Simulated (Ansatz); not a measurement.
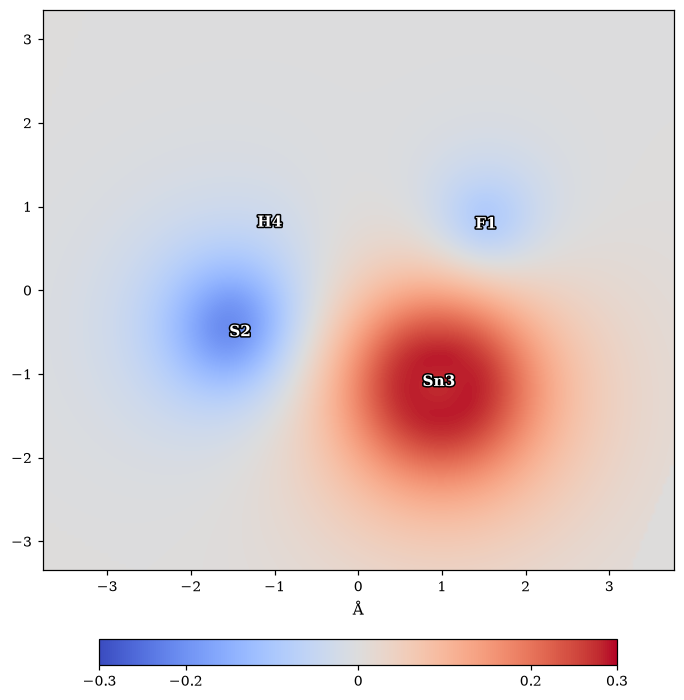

*FHSSn (SMILES [F][Sn][SH]). The LUMO on a plane 0.8 Å above the molecular plane (values in Å⁻³ᐟ²; the overall sign is arbitrary).*

Geometry: PBE0-D4/def2-SVP; core potentials replace the inner electrons of Sn.

Method: isolated molecule in a Gaussian basis; Kohn-Sham density functional theory, functional PBE0 in Ansatz.

**What is the character of this orbital?**

By Hirshfeld shares it lies mainly on Sn3 (about 85 %) and S2 (about 10 %); it changes sign across the molecular plane (π type). Its energy is −2.73 eV.
